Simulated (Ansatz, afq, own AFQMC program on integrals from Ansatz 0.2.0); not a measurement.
# CH8ClNOSi2 (singlet): quantum Monte Carlo beside coupled cluster, def2-SVP

How near does AFQMC come to the top of the ladder for CH8ClNOSi2 (singlet)?

The runs use Ansatz 0.2.0, Gaussian basis, and an in-house AFQMC program (afq) on its integrals; all values are calculated; def2-SVP, frozen cores.

The runs, in order: CCSD(T) on RHF; PBE (unrestricted); r2SCAN (unrestricted); PBE0 (unrestricted); B3LYP (unrestricted); wB97M-V (unrestricted); B2PLYP (unrestricted); Phaseless AFQMC, CISD trial on RHF; UHF.

## (1) What is computed

The geometry is a PBE0/def2-SVP stationary point (not a proven minimum).

14 atoms, charge 0, spin multiplicity 1.

Atoms are counted from 1 here; the program's logs count them from 0.

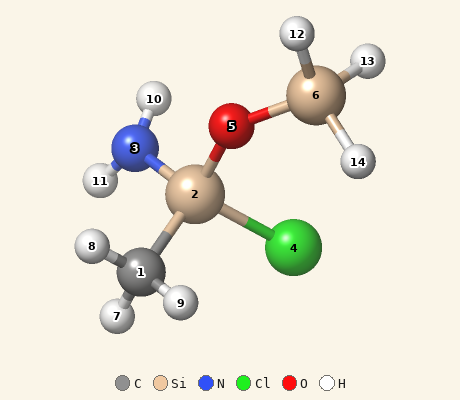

The geometry (carbon grey, silicon light orange, nitrogen blue, chlorine green, oxygen red, hydrogen white); atoms are numbered from 1 in the order of the file.

## (2) CCSD(T) on RHF

Input file in.yaml:

```yaml
crystal:
  periodic: [false, false, false]
  atoms:
    - {symbol: C, position_ang: [-1.533395, -1.168101, -0.730517]}
    - {symbol: Si, position_ang: [-0.261097, -0.448391, 0.408967]}
    - {symbol: N, position_ang: [0.599956, -1.681527, 1.219504]}
    - {symbol: Cl, position_ang: [-1.262587, 0.860472, 1.711602]}
    - {symbol: O, position_ang: [0.843807, 0.492681, -0.374112]}
    - {symbol: Si, position_ang: [1.263125, 2.085451, -0.611861]}
    - {symbol: H, position_ang: [-2.248001, -1.796905, -0.177201]}
    - {symbol: H, position_ang: [-1.047681, -1.786143, -1.500819]}
    - {symbol: H, position_ang: [-2.104078, -0.368520, -1.225426]}
    - {symbol: H, position_ang: [1.429481, -1.443955, 1.752384]}
    - {symbol: H, position_ang: [0.098990, -2.452015, 1.646857]}
    - {symbol: H, position_ang: [2.320730, 2.115325, -1.660649]}
    - {symbol: H, position_ang: [1.800167, 2.682405, 0.645758]}
    - {symbol: H, position_ang: [0.087682, 2.880022, -1.075585]}
basis:
  gaussian: {orbitals: def2-SVP}
magnetization: {spin_polarized: false}
correlation: {method: ccsd_t, electrons: outside_noble_gas, hamiltonian_folder: ham}
```

On the command line:

```console
> ansatz run in.yaml --threads 1 --pin off --events-out ev --progress --plain --max-ram 16896MiB --backend cuda --devices 0, --max-vram 18GiB
```

What it wrote:

```text
Functional definition: HF
  name "HF"
  cite "Fock, Z. Phys. 61, 126 (1930) doi:10.1007/BF01340294"
  parent pbe
  exchange = exact_x
  correlation = 0
1321 factors; integrals over basis functions are off by at most 1.2e-3 eV
mean field evaluation 1: about -32892.6575 eV, gradient 4.4e1 eV
mean field evaluation 2: about -32892.6595 eV, gradient 4.4e1 eV
mean field evaluation 4: about -32896.9819 eV, gradient 4.1e0 eV
mean field evaluation 8: about -32897.0335 eV, gradient 1.6e-4 eV
mean field evaluation 16: about -32897.0305 eV, gradient 2.3e-1 eV
mean field -32897.03350520 eV, -1208.9436829061 hartree, gradient 2.1e-6 eV, S^2 0.000000; 0 other end points of the search recorded, 0 dependent functions left out
18 core orbitals not correlated: weight in the atoms' cores, before any rotation towards them, 1.000 or more for the frozen orbitals, at most 0.000 for the correlated occupied ones
reference -32897.03350520 eV, -1208.9436829061 hartree; 19, 19 occupied and 99, 99 virtual orbitals, 1321 factors
second order -22.34353793 eV of doubles, -0.00000000 eV of singles
cycle   1  -23.46192132 eV  change    -1.1e0 eV  update   1.0e-1
cycle   2  -24.03701901 eV  change   -5.8e-1 eV  update   2.9e-2
cycle   3  -24.15842779 eV  change   -1.2e-1 eV  update   1.4e-2
cycle   4  -24.15572656 eV  change    2.7e-3 eV  update   2.8e-3
cycle   5  -24.15520223 eV  change    5.2e-4 eV  update   9.6e-4
cycle   6  -24.15525875 eV  change   -5.7e-5 eV  update   2.8e-4
cycle   7  -24.15513616 eV  change    1.2e-4 eV  update   9.2e-5
cycle   8  -24.15512922 eV  change    6.9e-6 eV  update   3.0e-5
perturbative correction -0.58128456 eV, -0.0213618136 hartree
Total energy: -32921.76991898 eV, -1209.8527293454 hartree
```

Run time: 4.4 s. Hardware: 1 × NVIDIA H100 80GB HBM3 with 1 thread of AMD EPYC 7R13 (Zen 3), shared host; peak host memory 0.81 GiB.

From the report: correlation -24.7364 eV; T1 0.010; largest double amplitude 0.02.

This run also writes the integrals to the folder ham.

## (3) PBE (unrestricted)

in.yaml: that of step 2 with these lines changed.

```diff
@@ -19,3 +19,4 @@
   gaussian: {orbitals: def2-SVP}
-magnetization: {spin_polarized: false}
-correlation: {method: ccsd_t, electrons: outside_noble_gas, hamiltonian_folder: ham}
+magnetization: {spin_polarized: true, initial_magnetization: 0}
+hamiltonian: {xc: {name: PBE}}
+output: {orbitals: {seedname: orbitals}}
```

On the command line:

```console
> ansatz run in.yaml --threads 1 --pin off --events-out ev --progress --plain --max-ram 5632MiB --backend cpu
```

What it wrote:

```text
Functional definition: PBE
  name "PBE"
  cite "Perdew, Burke & Ernzerhof, Phys. Rev. Lett. 77, 3865 (1996) doi:10.1103/PhysRevLett.77.3865"
  parent pbe
  parameter kappa = 0.804
  parameter beta = 0.06672455060314922
  exchange = pbe_x(kappa = kappa, mu = beta*pi^2/3)
  correlation = pbe_c(beta = beta)
1524 factors; their error is unknown
mean field evaluation 1: about -32938.5494 eV, gradient 6.5e1 eV
mean field evaluation 2: about -32889.1271 eV, gradient 1.2e2 eV
mean field evaluation 4: about -32955.2947 eV, gradient 9.9e0 eV
mean field evaluation 8: about -32955.7091 eV, gradient 2.5e-1 eV
mean field evaluation 16: about -32955.6091 eV, gradient 2.2e-4 eV
mean field -32955.60910610 eV, -1211.0962965351 hartree, gradient 4.4e-5 eV, S^2 0.000000; 0 other end points of the search recorded, 0 dependent functions left out
reference -32955.60914957 eV, -1211.0962981326 hartree; 37, 37 occupied and 99, 99 virtual orbitals, 1524 factors
Total energy: -32955.60914957 eV, -1211.0962981326 hartree
```

Wall time 6.5 s (1 thread of AMD EPYC 7R13 (Zen 3), shared host); peak memory 0.72 GiB.

From the report: ⟨S²⟩ of the determinant 0.000 (pure singlet: 0.00).

## (4) r2SCAN (unrestricted)

in.yaml: that of step 3 with these lines changed.

```diff
@@ -20,3 +20,2 @@
 magnetization: {spin_polarized: true, initial_magnetization: 0}
-hamiltonian: {xc: {name: PBE}}
-output: {orbitals: {seedname: orbitals}}
+hamiltonian: {xc: {name: r2SCAN}}
```

Launched as before.

What it wrote:

```text
Functional definition: r2SCAN
  name "r2SCAN"
  cite "Furness, Kaplan, Ning, Perdew & Sun, J. Phys. Chem. Lett. 11, 8208 (2020) doi:10.1021/acs.jpclett.0c02405"
  cite "Furness, Kaplan, Ning, Perdew & Sun, J. Phys. Chem. Lett. 11, 9248 (2020) doi:10.1021/acs.jpclett.0c03077"
  parent r2scan
  parameter k0 = 0.174
  parameter k1 = 0.065
  parameter a1 = 4.9479
  exchange = r2scan_x(k0 = k0, k1 = k1, a1 = a1)
  correlation = r2scan_c
1524 factors; their error is unknown
mean field evaluation 1: about -32956.4436 eV, gradient 5.9e1 eV
mean field evaluation 2: about -32930.7706 eV, gradient 9.5e1 eV
mean field evaluation 4: about -32970.1945 eV, gradient 5.7e0 eV
mean field evaluation 8: about -32970.3319 eV, gradient 1.4e-1 eV
mean field evaluation 16: about -32970.2310 eV, gradient 1.8e-4 eV
mean field -32970.23104957 eV, -1211.6336430464 hartree, gradient 2.6e-5 eV, S^2 0.000000; 0 other end points of the search recorded, 0 dependent functions left out
reference -32970.23106288 eV, -1211.6336435357 hartree; 37, 37 occupied and 99, 99 virtual orbitals, 1524 factors
Total energy: -32970.23106288 eV, -1211.6336435357 hartree
```

Wall time 14 s (1 thread of AMD EPYC 7R13 (Zen 3), shared host); peak memory 2.1 GiB.

From the report: ⟨S²⟩ of the determinant 0.000 (pure singlet: 0.00).

## (5) PBE0 (unrestricted)

in.yaml: that of step 4 with these lines changed.

```diff
@@ -20,2 +20,3 @@
 magnetization: {spin_polarized: true, initial_magnetization: 0}
-hamiltonian: {xc: {name: r2SCAN}}
+hamiltonian: {xc: {name: PBE0}}
+output: {orbitals: {seedname: orbitals}}
```

Same command.

What it wrote:

```text
Functional definition: PBE0
  name "PBE0"
  cite "Adamo & Barone, J. Chem. Phys. 110, 6158 (1999) doi:10.1063/1.478522"
  cite "Perdew, Burke & Ernzerhof, Phys. Rev. Lett. 77, 3865 (1996) doi:10.1103/PhysRevLett.77.3865"
  parent pbe
  parameter a = 0.25
  parameter kappa = 0.804
  parameter beta = 0.06672455060314922
  exchange = (1 - a)*pbe_x(kappa = kappa, mu = beta*pi^2/3) + a*exact_x
  correlation = pbe_c(beta = beta)
1321 factors; integrals over basis functions are off by at most 1.2e-3 eV
mean field evaluation 1: about -32948.1331 eV, gradient 5.2e1 eV
mean field evaluation 2: about -32938.2857 eV, gradient 7.0e1 eV
mean field evaluation 4: about -32958.6925 eV, gradient 2.8e0 eV
mean field evaluation 8: about -32958.8479 eV, gradient 2.3e-1 eV
mean field evaluation 16: about -32958.8481 eV, gradient 2.6e-5 eV
mean field -32958.84812002 eV, -1211.2153281010 hartree, gradient 2.6e-5 eV, S^2 0.000000; 0 other end points of the search recorded, 0 dependent functions left out
reference -32958.84815261 eV, -1211.2153292986 hartree; 37, 37 occupied and 99, 99 virtual orbitals, 1321 factors
Total energy: -32958.84815261 eV, -1211.2153292986 hartree
```

Run time: 9 s. Hardware: 1 thread of AMD EPYC 7R13 (Zen 3), shared host; peak memory 3.9 GiB.

From the report: ⟨S²⟩ of the determinant 0.000 (pure singlet: 0.00).

## (6) B3LYP (unrestricted)

in.yaml: that of step 5 with these lines changed.

```diff
@@ -20,3 +20,2 @@
 magnetization: {spin_polarized: true, initial_magnetization: 0}
-hamiltonian: {xc: {name: PBE0}}
-output: {orbitals: {seedname: orbitals}}
+hamiltonian: {xc: {name: B3LYP}}
```

Launched as before.

What it wrote (excerpt; [...] marks lines left out):

```text
Functional definition: B3LYP
  name "B3LYP"
  cite "Stephens, Devlin, Chabalowski & Frisch, J. Phys. Chem. 98, 11623 (1994) doi:10.1021/j100096a001"
  cite "Becke, Phys. Rev. A 38, 3098 (1988) doi:10.1103/PhysRevA.38.3098"
  cite "Lee, Yang & Parr, Phys. Rev. B 37, 785 (1988) doi:10.1103/PhysRevB.37.785"
  cite "Vosko, Wilk & Nusair, Can. J. Phys. 58, 1200 (1980) doi:10.1139/p80-159"
[...]
1321 factors; integrals over basis functions are off by at most 1.2e-3 eV
[...]
mean field -32976.36923913 eV, -1211.8592173521 hartree, gradient 1.2e-5 eV, S^2 0.000000; 0 other end points of the search recorded, 0 dependent functions left out
reference -32976.36955094 eV, -1211.8592288109 hartree; 37, 37 occupied and 99, 99 virtual orbitals, 1321 factors
Total energy: -32976.36955094 eV, -1211.8592288109 hartree
```

Wall time 8 s (1 thread of AMD EPYC 7R13 (Zen 3), shared host); peak memory 3.9 GiB.

From the report: ⟨S²⟩ of the determinant 0.000 (pure singlet: 0.00).

## (7) wB97M-V (unrestricted)

in.yaml: that of step 6 with these lines changed.

```diff
@@ -20,2 +20,3 @@
 magnetization: {spin_polarized: true, initial_magnetization: 0}
-hamiltonian: {xc: {name: B3LYP}}
+hamiltonian: {xc: {name: wB97M-V}}
+output: {orbitals: {seedname: orbitals}}
```

The command is unchanged.

What it wrote (excerpt; [...] marks lines left out):

```text
Functional definition: wB97M-V
  name "wB97M-V"
  cite "Mardirossian & Head-Gordon, J. Chem. Phys. 144, 214110 (2016) doi:10.1063/1.4952647"
  cite "Becke, J. Chem. Phys. 107, 8554 (1997) doi:10.1063/1.475007"
  cite "Vydrov & Van Voorhis, J. Chem. Phys. 133, 244103 (2010) doi:10.1063/1.3521275"
  # Of w^i u^j: cxij and so on, Table III.
[...]
  gx(w, u) = 1 - cx + cx01*u + cx10*w
  gss(w, u) = css00 + css04*u^4 + css10*w + css20*w^2 + css43*w^4*u^3
  gos(w, u) = cos00 + cos10*w + (cos20 + cos21*u)*w^2 + (cos60 + cos61*u)*w^6
[...]
      + integral(e_c_pw_mod_opposite_spin*gos(b97_w_opposite, b97_u_opposite)) + vv10(b, c)
1321 factors; integrals over basis functions are off by at most 1.2e-3 eV
417 factors; integrals over basis functions are off by at most 6.6e-6 eV
[...]
mean field -32971.25577955 eV, -1211.6713011787 hartree, gradient 2.8e-5 eV, S^2 0.000000; 0 other end points of the search recorded, 0 dependent functions left out
reference -32971.25582903 eV, -1211.6713029969 hartree; 37, 37 occupied and 99, 99 virtual orbitals, 1321 factors
Total energy: -32971.25582903 eV, -1211.6713029969 hartree
```

It took 29 s on 1 thread of AMD EPYC 7R13 (Zen 3), shared host; peak memory 3.9 GiB.

From the report: ⟨S²⟩ of the determinant 0.000 (pure singlet: 0.00).

## (8) B2PLYP (unrestricted)

in.yaml: that of step 7 with these lines changed.

```diff
@@ -20,3 +20,3 @@
 magnetization: {spin_polarized: true, initial_magnetization: 0}
-hamiltonian: {xc: {name: wB97M-V}}
-output: {orbitals: {seedname: orbitals}}
+hamiltonian: {xc: {name: B2PLYP}}
+correlation: {electrons: outside_noble_gas}
```

Launched as before.

What it wrote (excerpt; [...] marks lines left out):

```text
Functional definition: B2PLYP
  name "B2PLYP"
  cite "Grimme, J. Chem. Phys. 124, 034108 (2006) doi:10.1063/1.2148954"
  cite "Becke, Phys. Rev. A 38, 3098 (1988) doi:10.1103/PhysRevA.38.3098"
  cite "Lee, Yang & Parr, Phys. Rev. B 37, 785 (1988) doi:10.1103/PhysRevB.37.785"
[...]
1321 factors; integrals over basis functions are off by at most 1.2e-3 eV
[...]
mean field -32951.87917000 eV, -1210.9592239117 hartree, gradient 2.6e-6 eV, S^2 0.000000; 0 other end points of the search recorded, 0 dependent functions left out
18 core orbitals not correlated: weight in the atoms' cores, before any rotation towards them, 1.000 or more for the frozen orbitals, at most 0.000 for the correlated occupied ones
reference -32951.87936936 eV, -1210.9592312378 hartree; 19, 19 occupied and 99, 99 virtual orbitals, 1321 factors
second order -27.24821255 eV of doubles, -0.00000000 eV of singles
Total energy: -32959.23638675 eV, -1211.2295966401 hartree
```

It took 11 s on 1 thread of AMD EPYC 7R13 (Zen 3), shared host; peak memory 3.9 GiB.

From the report: ⟨S²⟩ of the determinant 0.000 (pure singlet: 0.00).

## (9) Phaseless AFQMC, CISD trial on RHF

It reads the integrals that the CCSD(T) run on this determinant wrote.

On the command line:

```console
> afq ham --method phaseless --trial cisd --walkers 1300 --populations 20 --least-time 60 --time-step 0.005 --steps-per-block 50 --equilibration-blocks 28 --max-blocks 4000 --target-error 0.00037 --factor-cut 1e-05 --seed 2878 --release-times 0.21,0.42,0.63,0.9 --release-step 0.03 --release-every 5 --taylor-order 6
```

What it wrote:

```text
orbitals 118  electrons 19 19  factors 987 of 1321
reference energy -1208.94368291 Eh
CCSD correlation -0.88768458 Eh in 11 cycles, weight of the determinant in the CISD state 0.7480
energy of the start -1209.831363 Eh
 block  time / (1/Eh)  mean weight  energy / Eh
     1     0.250  0.9997  -1209.784753
     2     0.500  0.9996  -1209.804715
     3     0.750  0.9995  -1209.822268
     4     1.000  0.9988  -1209.829060
     5     1.250  1.0002  -1209.843544
     6     1.500  1.0009  -1209.846331
     7     1.750  0.9994  -1209.852106
     8     2.000  1.0000  -1209.855121
     9     2.250  0.9986  -1209.849039
    10     2.500  0.9989  -1209.848370
    13     3.250  1.0004  -1209.858570
    16     4.000  1.0000  -1209.849977
    19     4.750  1.0000  -1209.849870
    22     5.500  0.9993  -1209.856480
    25     6.250  1.0001  -1209.855923
    28     7.000  1.0010  -1209.852877
    31     7.750  0.9991  -1209.851610
    34     8.500  1.0007  -1209.853225
    37     9.250  0.9999  -1209.856436
    40    10.000  1.0005  -1209.859642
    43    10.750  1.0002  -1209.858679
    46    11.500  1.0004  -1209.854939
    49    12.250  0.9992  -1209.856117
    52    13.000  1.0011  -1209.849377
    55    13.750  1.0003  -1209.862398
    58    14.500  1.0004  -1209.859204
    61    15.250  0.9999  -1209.858426
    64    16.000  1.0011  -1209.852602
    67    16.750  0.9994  -1209.853662
    70    17.500  1.0005  -1209.853481
    73    18.250  1.0003  -1209.861925
    76    19.000  0.9995  -1209.860907
    79    19.750  1.0003  -1209.856679
    82    20.500  1.0005  -1209.853219
    85    21.250  1.0001  -1209.852281
    88    22.000  1.0007  -1209.852245
    91    22.750  1.0001  -1209.853815
    94    23.500  1.0001  -1209.853987
    97    24.250  0.9997  -1209.857258
   100    25.000  0.9998  -1209.852808
   103    25.750  0.9996  -1209.853112
   106    26.500  1.0003  -1209.855569
   109    27.250  0.9997  -1209.859181
   112    28.000  0.9998  -1209.857616
   115    28.750  1.0006  -1209.858585
   118    29.500  0.9993  -1209.854970
   121    30.250  0.9992  -1209.850619
error from the spread of 20 populations
released: time / (1/Eh)  energy / Eh  error  mean overlap
  0.21  -1209.857080  0.000671  0.9880
  0.42  -1209.856144  0.000849  0.9891
  0.63  -1209.856707  0.001233  0.9823
  0.90  -1209.855974  0.001404  0.9746
energy -1209.855804 +/- 0.000497 Eh
```

Run time: 6 min. Hardware: 1 × NVIDIA H100 80GB HBM3 with 2 threads of AMD EPYC 7R13 (Zen 3), shared host; peak host memory 3.9 GiB.

Energy -32921.8536 ± 0.0135 eV. Caveats: constraint bias not in the error.

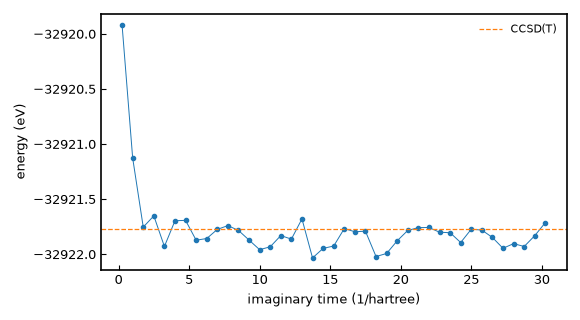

Block energies along the walk.

## (10) UHF

in.yaml: that of step 8 with these lines changed.

```diff
@@ -20,3 +20,3 @@
 magnetization: {spin_polarized: true, initial_magnetization: 0}
-hamiltonian: {xc: {name: B2PLYP}}
-correlation: {electrons: outside_noble_gas}
+hamiltonian: {xc: hf}
+output: {orbitals: {seedname: orbitals}}
```

On the command line:

```console
> ansatz run in.yaml --threads 1 --pin off --events-out ev --progress --plain --max-ram 16896MiB --backend cuda --devices 0, --max-vram 18GiB
```

What it wrote:

```text
Functional definition: HF
  name "HF"
  cite "Fock, Z. Phys. 61, 126 (1930) doi:10.1007/BF01340294"
  parent pbe
  exchange = exact_x
  correlation = 0
1321 factors; integrals over basis functions are off by at most 1.2e-3 eV
mean field evaluation 1: about -32892.6575 eV, gradient 3.1e1 eV
mean field evaluation 2: about -32892.6595 eV, gradient 3.1e1 eV
mean field evaluation 4: about -32896.9819 eV, gradient 2.9e0 eV
mean field evaluation 8: about -32897.0335 eV, gradient 1.7e-4 eV
mean field -32897.03350520 eV, -1208.9436829061 hartree, gradient 2.1e-5 eV, S^2 0.000000; 0 other end points of the search recorded, 0 dependent functions left out
reference -32897.03350520 eV, -1208.9436829061 hartree; 37, 37 occupied and 99, 99 virtual orbitals, 1321 factors
Total energy: -32897.03350520 eV, -1208.9436829061 hartree
```

Run time: 2.1 s. Hardware: 1 × NVIDIA H100 80GB HBM3 with 1 thread of AMD EPYC 7R13 (Zen 3), shared host; peak host memory 3.9 GiB.

From the report: ⟨S²⟩ of the determinant 0.000 (pure singlet: 0.00).

## (11) AFQMC on the ladder

On the RHF determinant, counted from CCSD(T) (a yardstick, not exact):

```
                                                level  energy (eV)  from CCSD(T) (kcal/mol)  statistical error (kcal/mol)   time
                                                   HF  -32897.0335                  +570.44                                     
                                                  MP2  -32919.3770                   +55.18                                     
                                                 CCSD  -32921.1886                   +13.40                                     
                                              CCSD(T)  -32921.7699                     0.00                                     
Phaseless AFQMC, CISD trial, step 0.005, 1300 walkers  -32921.8536                    -1.93                          0.31  6 min
```

The functionals' totals stand on their own zeros and serve differences with other points: PBE -32955.609 eV; r2SCAN -32970.231 eV; PBE0 -32958.848 eV; B3LYP -32976.370 eV; wB97M-V -32971.256 eV; B2PLYP -32959.236 eV.

## (12) Outcome

| quantity | value |
| --- | --- |
| Phaseless AFQMC, CISD trial on RHF from CCSD(T) | -1.93 ± 0.31 kcal/mol |

On RHF the phaseless walk with the CISD trial lies -1.93 kcal/mol from CCSD(T), 6 times its error bar. Error bars are statistical and leave out the constraint, the time step and what remains of the start.
